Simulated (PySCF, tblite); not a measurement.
# C6H8FOS radical: geometry, infrared bands and EPR parameters

Wanted: the infrared bands and EPR parameters of C6H8FOS radical (`[CH2]CC1=C[S@@](=O)[C@H](F)C1`), by calculation.

Programs: tblite 0.8.0 and PySCF 2.14.0, with density-fitted response routines of our own. Each step states its level of theory. These are calculated values for one molecule in the gas phase, unless marked as measured. Atoms count from 0, in the outputs and in this text.

## Step 1: The molecule as given

17 atoms, charge 0, multiplicity 2; geometry from: force field or distance geometry start.

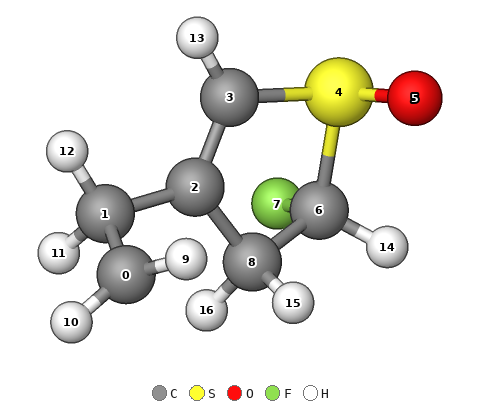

The starting geometry (carbon grey, sulfur yellow, oxygen red, fluorine green, hydrogen white), atoms numbered; sticks join atoms by distance.

## Step 2: Geometry optimisation with GFN2-xTB

The job: settings as JSON, then the geometry in Å.

```
{"job": {"kind": "relax", "xc": "GFN2-xTB", "basis": "xTB"}, "charge": 0, "multiplicity": 2}
C     -2.212800    -1.099300     0.638300
C     -1.422100    -0.727600    -0.569500
C     -0.203200     0.076300    -0.198000
C     -0.042400     1.381200    -0.523500
S      1.501700     2.031300     0.113500
O      1.139700     2.672100     1.414300
C      2.126000     0.353300     0.442200
F      2.880600    -0.078300    -0.605200
C      0.911400    -0.555000     0.588100
H     -2.383700    -0.379300     1.441500
H     -2.856700    -1.978400     0.610300
H     -1.102500    -1.647000    -1.076000
H     -2.066500    -0.181700    -1.246200
H     -0.771000     1.963900    -1.051100
H      2.757500     0.359000     1.337400
H      0.601200    -0.626200     1.650100
H      1.135900    -1.552300     0.217300
```

Started as:

```bash
> OMP_NUM_THREADS=1 python probes_run.py task.json out
```

The driver reads the jobs from task.json and runs them one after another.

The program printed:

```text
step      E/eV     max force
  0    -784.69712    2.313
  1    -784.81906    1.660
  2    -784.85701    0.521
  3    -784.86547    0.237
  4    -784.86912    0.158
  5    -784.87189    0.120
  6    -784.87404    0.122
  7    -784.87550    0.101
  8    -784.87666    0.111
  9    -784.87755    0.071
 10    -784.87818    0.051
 11    -784.87857    0.041
 12    -784.87885    0.045
 13    -784.87913    0.055
 14    -784.87950    0.055
 15    -784.87989    0.049
 16    -784.88020    0.045
 17    -784.88042    0.037
 18    -784.88061    0.035
 19    -784.88084    0.042
 20    -784.88107    0.039
 21    -784.88127    0.038
 22    -784.88146    0.032
 23    -784.88169    0.041
 24    -784.88194    0.048
 25    -784.88217    0.049
 26    -784.88235    0.046
 27    -784.88254    0.042
 28    -784.88274    0.035
 29    -784.88292    0.031
 30    -784.88305    0.031
 31    -784.88317    0.033
 32    -784.88331    0.033
 33    -784.88348    0.030
 34    -784.88366    0.032
 35    -784.88383    0.040
 36    -784.88404    0.047
 37    -784.88431    0.046
 38    -784.88458    0.045
 39    -784.88479    0.042
 40    -784.88496    0.037
 41    -784.88515    0.049
 42    -784.88541    0.051
 43    -784.88571    0.042
 44    -784.88602    0.050
 45    -784.88640    0.058
 46    -784.88676    0.100
 47    -784.88729    0.066
 48    -784.88774    0.047
 49    -784.88829    0.058
 50    -784.88854    0.052
 51    -784.88945    0.143
 52    -784.88969    0.144
 53    -784.89053    0.062
 54    -784.89091    0.076
 55    -784.89148    0.095
 56    -784.89209    0.107
 57    -784.89284    0.062
 58    -784.89343    0.137
 59    -784.89401    0.105
 60    -784.89508    0.097
 61    -784.89628    0.081
 62    -784.89790    0.092
 63    -784.89797    0.230
 64    -784.89925    0.058
 65    -784.90004    0.084
 66    -784.90192    0.080
 67    -784.90313    0.120
 68    -784.90448    0.064
 69    -784.90524    0.073
 70    -784.90602    0.058
 71    -784.90668    0.060
 72    -784.90779    0.056
 73    -784.90855    0.094
 74    -784.90910    0.048
 75    -784.90951    0.063
 76    -784.90990    0.038
 77    -784.91028    0.037
 78    -784.91052    0.040
 79    -784.91073    0.026
 80    -784.91087    0.031
 81    -784.91096    0.020
 82    -784.91102    0.019
 83    -784.91106    0.016
 84    -784.91110    0.016
 85    -784.91115    0.016
 86    -784.91121    0.021
 87    -784.91128    0.022
 88    -784.91137    0.021
 89    -784.91146    0.022
 90    -784.91155    0.025
 91    -784.91168    0.030
 92    -784.91187    0.034
 93    -784.91209    0.037
 94    -784.91227    0.034
 95    -784.91244    0.037
 96    -784.91268    0.044
 97    -784.91307    0.067
 98    -784.91373    0.073
 99    -784.91455    0.061
100    -784.91490    0.050
101    -784.91509    0.039
102    -784.91525    0.034
103    -784.91550    0.022
104    -784.91562    0.027
105    -784.91574    0.029
106    -784.91585    0.026
107    -784.91597    0.026
108    -784.91607    0.044
109    -784.91614    0.024
110    -784.91623    0.027
111    -784.91638    0.030
112    -784.91656    0.035
113    -784.91670    0.023
114    -784.91679    0.025
115    -784.91686    0.016
116    -784.91694    0.016
117    -784.91700    0.018
118    -784.91704    0.015
119    -784.91706    0.016
120    -784.91709    0.015
121    -784.91712    0.017
122    -784.91716    0.018
123    -784.91719    0.017
124    -784.91723    0.015
125    -784.91726    0.015
126    -784.91730    0.015
127    -784.91735    0.016
128    -784.91740    0.021
129    -784.91745    0.019
130    -784.91748    0.017
131    -784.91751    0.015
132    -784.91753    0.012
133    -784.91756    0.015
134    -784.91759    0.014
135    -784.91762    0.017
136    -784.91765    0.020
137    -784.91769    0.020
138    -784.91773    0.018
139    -784.91778    0.015
140    -784.91782    0.014
141    -784.91786    0.017
142    -784.91789    0.015
143    -784.91792    0.017
144    -784.91795    0.019
145    -784.91797    0.021
146    -784.91799    0.021
147    -784.91801    0.020
148    -784.91805    0.017
149    -784.91809    0.016
150    -784.91815    0.019
151    -784.91822    0.018
152    -784.91832    0.022
153    -784.91845    0.027
154    -784.91860    0.029
155    -784.91870    0.023
156    -784.91875    0.015
157    -784.91877    0.011
158    -784.91879    0.006
```

Wall time 1.2 s (1 thread of Arm Neoverse V1, shared host).

Along the way: (not every step is listed)

```csv
step,energy from step 0 (eV),largest force (eV/Å)
0,0.0000,2.3125
1,-0.1219,1.6600
2,-0.1599,0.5209
3,-0.1683,0.2366
4,-0.1720,0.1576
5,-0.1748,0.1201
6,-0.1769,0.1218
7,-0.1784,0.1006
8,-0.1795,0.1110
22,-0.1843,0.0322
36,-0.1869,0.0469
50,-0.1914,0.0521
64,-0.2021,0.0581
78,-0.2134,0.0402
92,-0.2147,0.0345
106,-0.2187,0.0261
120,-0.2200,0.0147
134,-0.2205,0.0136
148,-0.2209,0.0172
153,-0.2213,0.0266
154,-0.2215,0.0287
155,-0.2216,0.0228
156,-0.2216,0.0149
157,-0.2216,0.0106
158,-0.2217,0.0059
```

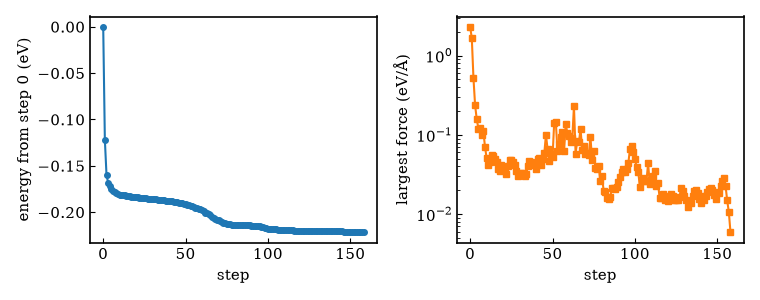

Energy and largest force along the relaxation.

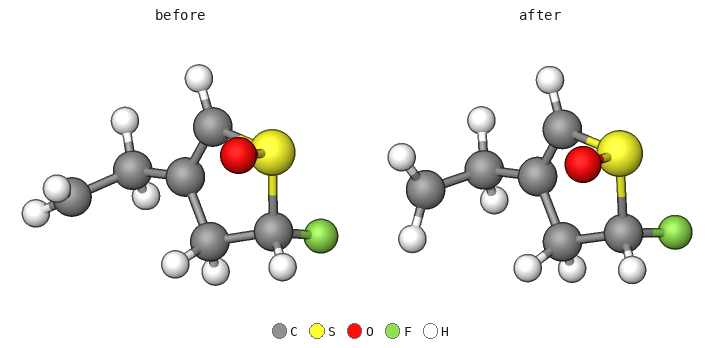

Before and after, at one scale.

Close pairs (by a distance rule), those that changed most:

```csv
bond,before (Å),after (Å),change (Å)
S4–C6,1.820,1.887,+0.066
S4–O5,1.495,1.464,-0.031
C2–C3,1.354,1.324,-0.031
C0–H9,1.092,1.072,-0.020
C3–S4,1.792,1.812,+0.019
C0–H10,1.090,1.073,-0.017
C0–C1,1.491,1.474,-0.017
C8–H15,1.109,1.092,-0.017
```

The next job starts from the end point, and lists it.

## Step 3: Vibrational analysis with GFN2-xTB

The job: settings as JSON, then the geometry in Å.

```
{"job": {"kind": "ir", "xc": "GFN2-xTB", "basis": "xTB"}, "charge": 0, "multiplicity": 2}
C     -2.241043    -0.911494     0.619781
C     -1.457811    -0.766911    -0.620073
C     -0.228306     0.040436    -0.257223
C     -0.074770     1.337550    -0.471954
S      1.432744     2.054790     0.232179
O      1.072752     2.500301     1.579199
C      2.086866     0.299133     0.454913
F      2.885922     0.028743    -0.626946
C      0.891107    -0.636126     0.485198
H     -2.868714    -0.107258     0.950043
H     -2.027510    -1.706672     1.307400
H     -1.147481    -1.738109    -1.010712
H     -2.022010    -0.227128    -1.382221
H     -0.769689     1.992141    -0.962797
H      2.717260     0.269021     1.346918
H      0.590526    -0.826089     1.517650
H      1.153160    -1.590299     0.022016
```

The program printed:

```text
mode    cm-1     km/mol
  1      48.6      0.51
  2      58.6      4.68
  3      99.6      1.95
  4     178.3      8.76
  5     186.2      4.44
  6     194.0      7.73
  7     290.0      5.38
  8     301.3      2.14
  9     372.3      5.43
 10     393.8     12.21
 11     476.7      2.20
 12     499.8     80.89
 13     555.4     25.32
 14     595.2     23.83
 15     688.9     11.34
 16     740.5     34.50
 17     772.0     19.23
 18     806.2      3.98
 19     869.3      6.36
 20     902.8     14.12
 21    1006.2      9.83
 22    1041.7      0.10
 23    1055.3     53.09
 24    1075.0      8.93
 25    1109.9     42.00
 26    1120.5      9.13
 27    1135.5    283.42
 28    1158.3     12.83
 29    1182.0      6.80
 30    1220.2      5.51
 31    1247.8      3.18
 32    1265.1     19.54
 33    1297.3     11.12
 34    1393.4      0.84
 35    1428.9      8.35
 36    1455.9      0.59
 37    1662.9     70.34
 38    2962.6      7.80
 39    2967.5     16.40
 40    2973.5     19.61
 41    2980.1     12.86
 42    2985.4     14.53
 43    3135.3      9.17
 44    3145.5      7.57
 45    3179.4     22.93
```

Wall time 0.65 s (1 thread of Arm Neoverse V1, shared host).

Which atoms move in the most intense modes:

```
cm⁻¹  km/mol                                atoms
 500    80.9                     S4 38 %, C1 14 %
 555    25.3   S4 18 %, C8 15 %, C6 14 %, H9 13 %
 595    23.8  C1 14 %, C0 13 %, H10 12 %, C2 11 %
 740    34.5           C3 52 %, H13 21 %, S4 15 %
1055    53.1          H14 27 %, C6 27 %, H16 18 %
1110    42.0  H14 30 %, C6 29 %, O5 13 %, C8 11 %
1136   283.4           O5 50 %, S4 27 %, H14 11 %
1663    70.3                     C2 57 %, C3 38 %
```

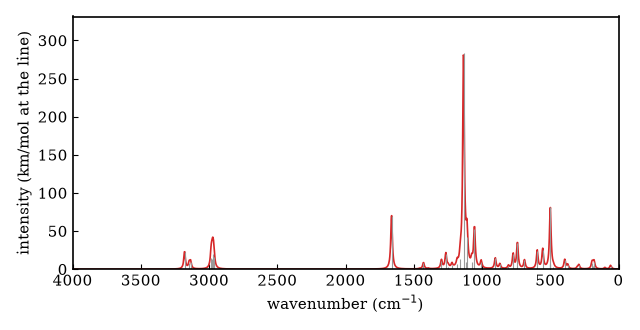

The infrared spectrum from these modes, unscaled. Lines are broadened to a width of 14 cm⁻¹ (Lorentzian).

## Step 4: g tensor and hyperfine couplings: B3LYP/pcH-1

Same as in step 3 but for these lines:

```diff
@@ -1,2 +1,2 @@
-{"job": {"kind": "ir", "xc": "GFN2-xTB", "basis": "xTB"}, "charge": 0, "multiplicity": 2}
+{"job": {"kind": "epr", "basis": "pcH-1"}, "charge": 0, "multiplicity": 2}
 C     -2.241043    -0.911494     0.619781
```

Level: UKS B3LYP, pcH-1 on C F H O S, non-relativistic, mean-field spin-orbit, GIAO.

The program printed:

```text
UKS, coarse grid
  cycle   1  E = -806.36858324  |g| = 7.85e-01
  cycle   2  E = -804.81053417  |g| = 2.01e+00
  cycle   3  E = -806.54496062  |g| = 3.19e-01
  cycle   4  E = -806.58418764  |g| = 1.50e-01
  cycle   5  E = -806.59181678  |g| = 3.30e-02
  cycle   6  E = -806.59222871  |g| = 1.26e-02
  cycle   7  E = -806.59229668  |g| = 3.05e-03
  cycle   8  E = -806.59229998  |g| = 1.61e-03
  cycle   9  E = -806.59230265  |g| = 8.24e-04
UKS, final grid
  cycle   1  E = -806.59218662  |g| = 1.57e-03
  cycle   2  E = -806.59218283  |g| = 3.17e-03
  cycle   3  E = -806.59218786  |g| = 1.33e-04
  cycle   4  E = -806.59218787  |g| = 3.87e-05
  cycle   5  E = -806.59218787  |g| = 3.50e-05
  cycle   6  E = -806.59218787  |g| = 1.15e-05
E = -806.59218787 Eh   <S^2> = 0.7540 (exact 0.7500)
g shifts (ppm)      1          2          3
  rmc          -144       -144       -144
  gc              9         34         23
  oz_so         -50        309        707
  total        -185        199        585
hyperfine (MHz)  atom isotope    a_iso     a_fc   dipolar eigenvalues
    0   13C      98.50      98.61    -80.61    -79.79    160.40
    1   13C     -28.45     -28.46     -2.68      0.76      1.91
    2   13C      81.64      81.65     -8.61     -4.38     13.00
    3   13C       3.33       3.33     -4.48     -3.14      7.61
    4   33S       0.76       0.76     -0.32     -0.19      0.51
    5   17O      -0.54      -0.53     -3.34      1.39      1.95
    6   13C      -0.88      -0.87     -0.29     -0.23      0.52
    7   19F       4.21       4.19     -1.17     -0.83      1.99
    8   13C      -0.61      -0.61     -0.95      0.25      0.69
    9    1H     -60.59     -60.61    -38.57     -0.61     39.19
   10    1H     -61.92     -61.93    -38.89     -0.33     39.21
   11    1H      30.18      30.18     -4.90     -4.44      9.34
   12    1H      39.23      39.22     -4.98     -4.38      9.35
   13    1H      -2.30      -2.30     -1.89     -0.70      2.59
   14    1H       1.39       1.39     -0.61     -0.57      1.17
   15    1H      -1.33      -1.33     -3.42     -2.29      5.71
   16    1H      -0.34      -0.34     -1.73     -1.44      3.18
```

Wall time 2.6 min (1 thread of Arm Neoverse V1, shared host); peak memory 1.1 GiB.

Principal g values 2.00213, 2.00252, 2.00290; g(iso) = 2.00252, against 2.00232 for a free electron.

Mean a(iso) over the nuclei that a row names, and the largest dipolar term of the row (other rows stand at the frozen geometry):

```csv
nuclei,isotope,a(iso) (MHz),"a(iso) (G, at g = 2.0023)",largest dipolar term (MHz)
C0,13C,98.5,35.1,160.4
C2,13C,81.6,29.1,13.0
"H9, H10",1H,-61.3,-21.9,39.2
H12,1H,39.2,14.0,9.4
H11,1H,30.2,10.8,9.3
C1,13C,-28.5,-10.2,-2.7
F7,19F,4.2,1.5,2.0
C3,13C,3.3,1.2,7.6
H13,1H,-2.3,-0.8,2.6
H14,1H,1.4,0.5,1.2
H15,1H,-1.3,-0.5,5.7
C6,13C,-0.9,-0.3,0.5
S4,33S,0.8,0.3,0.5
C8,13C,-0.6,-0.2,-0.9
```

Mulliken spin populations:

C0 1.06; C1 -0.08; C2 0.02; C3 0.05; S4 0.00; O5 0.01; C6 0.00; F7 0.00; C8 0.00; H9 -0.04; H10 -0.05; H11 0.01; H12 0.02; H13 0.00; H14 0.00; H15 0.00; H16 0.00

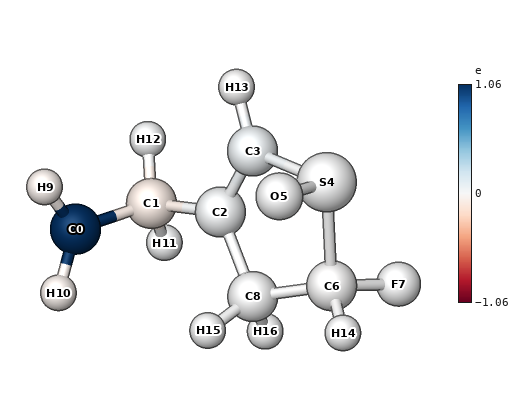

Mulliken spin populations, as colours on the atoms.

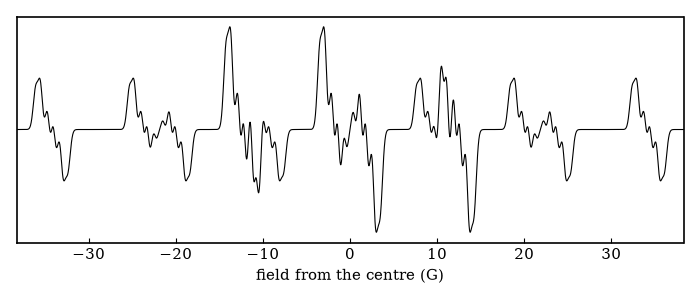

First-order isotropic spectrum (first derivative, main isotopes with spin only, couplings over 0.8 MHz, Gaussian width 0.3 G; couplings of the frozen geometry, rotation of groups not averaged beyond the rows shown).

The fields below are evaluated on a grid from the run's orbitals.

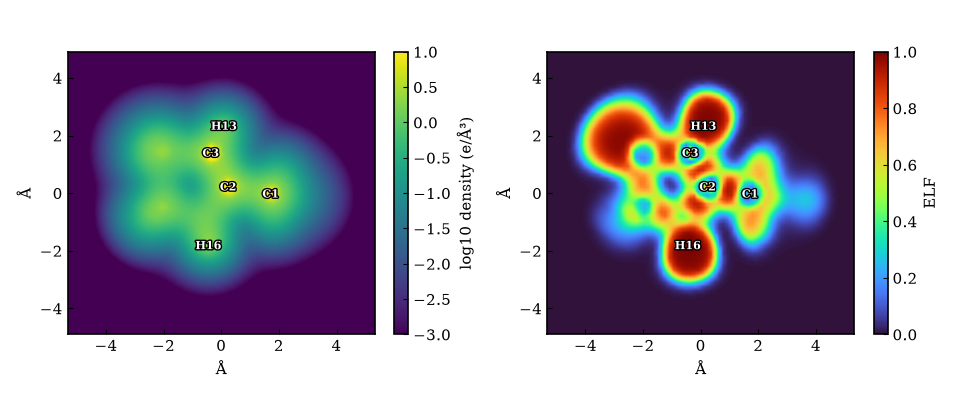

Density (left) and ELF (right) in a plane through or near 5 of the atoms.

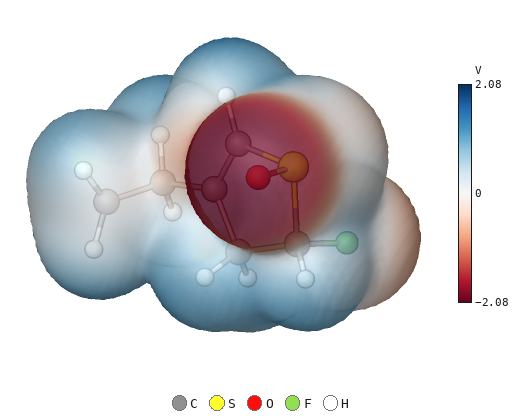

The potential that a unit positive charge feels on the 0.002 e/bohr³ surface, from -2.08 V near O5 to 1.22 V near H13.

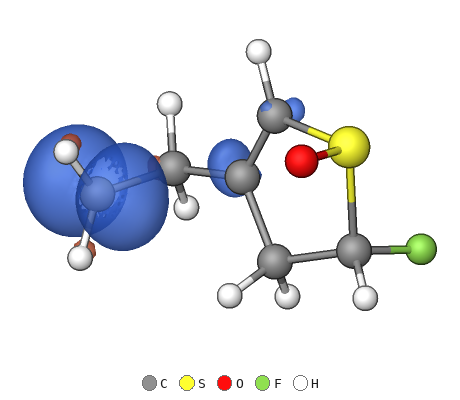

Spin density at ±0.04 e/Å³ (alpha excess blue, beta excess red).

## Step 5: Outcome

| quantity | value |
| --- | --- |
| strongest single infrared mode (GFN2-xTB) | 1136 cm⁻¹, 283 km/mol |
| zero-point energy (GFN2-xTB) | 77.5 kcal/mol |
| g(iso) (B3LYP) | 2.00252 |
| ⟨S²⟩ | 0.754 (exact 0.75) |
| largest a(iso) (averaged by class) | 13C on C0, 98.5 MHz |
| potential on the surface of density 0.002 e/bohr³, 1st and 99th percentile | -2.08 V and 1.22 V |

**Reading.** Over 158 steps the energy fell by 0.222 eV; of the close pairs, S4–C6 changed most, 1.820 to 1.887 Å. No mode is imaginary among the 45: a minimum at this level. The strongest single mode, at 1136 cm⁻¹, moves mainly O5 and S4. Unscaled tight-binding wavenumbers are off by several per cent, some by more. Its intensities can rank the bands wrongly. Most of the unpaired spin sits on C0 (1.06 e). The isotropic g lies 0.2 ppt above the free-electron value. These values are for one conformer; the search (at its own cheap level) found 2 more, at 1.11, 1.15 kcal/mol, and measured spectra average over such forms.
